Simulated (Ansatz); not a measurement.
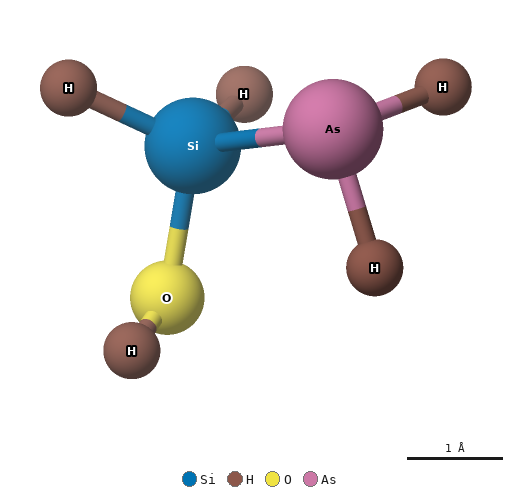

SiAsH$_{5}$O, before the relaxation. Style: ball-and-stick. Shown at a tilt.

It is one of the separated products of a reaction.

Computed with RKS PBE0-D4/def2-TZVP (Ansatz).

The input:
```yaml
crystal:
  periodic: [false, false, false]
  atoms:
    - {symbol: Si, position_ang: [-0.788699, -0.530554, -0.290988]}
    - {symbol: H, position_ang: [0.041235, -1.762879, -0.377010]}
    - {symbol: H, position_ang: [-1.291365, -0.281959, 1.077260]}
    - {symbol: O, position_ang: [-2.187217, -0.796199, -1.149752]}
    - {symbol: As, position_ang: [0.427036, 1.282557, -1.230974]}
    - {symbol: H, position_ang: [-2.101292, -0.996279, -2.082257]}
    - {symbol: H, position_ang: [0.045358, 2.217644, -0.093855]}
    - {symbol: H, position_ang: [-0.740661, 1.764619, -2.085262]}
basis:
  gaussian: {orbitals: def2-TZVP}
hamiltonian: {xc: pbe0, dispersion: d4}
relax: {f_tol: 0.005, max_steps: 200}
```

Run as
```bash
ansatz run in.yaml --threads 8 --pin off --events-out ev --progress --plain --max-ram 19148MiB
```

**What does the optimiser find from here?**

The atom that moves furthest after the best rigid fit is H8 (1.05 Å). By element the largest moves are H 1.05 Å, As 0.49 Å, O 0.27 Å, Si 0.04 Å. Near-neighbour distances that change, for instance: Si1–O4 1.662 → 1.648 Å, Si1–As5 2.377 → 2.363 Å. Among the angles between lasting bonds that change: H3–Si1–As5 114.3° → 108.8°, O4–Si1–As5 110.4° → 115.4°, H2–Si1–O4 107.9° → 111.5°. Groups turn about Si1–As5 by about 65°. Over 18 accepted moves (23 points after the start) the energy falls by 0.132 eV. Largest force component: 0.74 eV/Å at the start, 0.0037 eV/Å at the end. The line search rejected the trial steps at points 1, 3, 12, 17, 22 of the run. The forces were under the threshold at step 21, but the run went on from there. Cost: 26 s on 8 threads of Arm Neoverse V2, with other jobs on the host.

Final geometry:

```xyz
8

Si   -0.7751   -0.5586   -0.2720
H     0.1043   -1.6746   -0.7199
H    -0.9769   -0.6435    1.1933
O    -2.2818   -0.6751   -0.9300
As    0.3939    1.4348   -0.7653
H    -2.3647   -0.5224   -1.8723
H    -0.8604    2.2821   -0.6052
H     0.1651    1.2544   -2.2614
```

After the run, drawn alike:

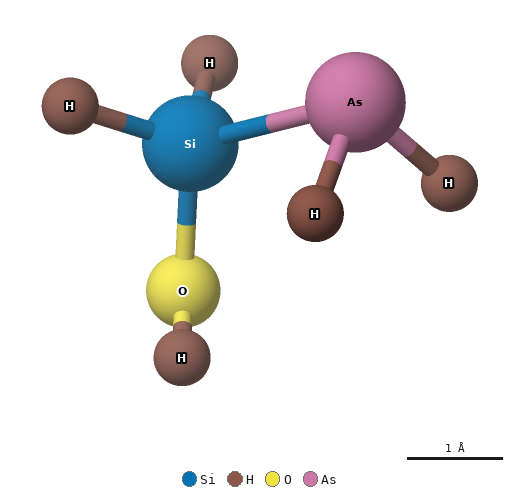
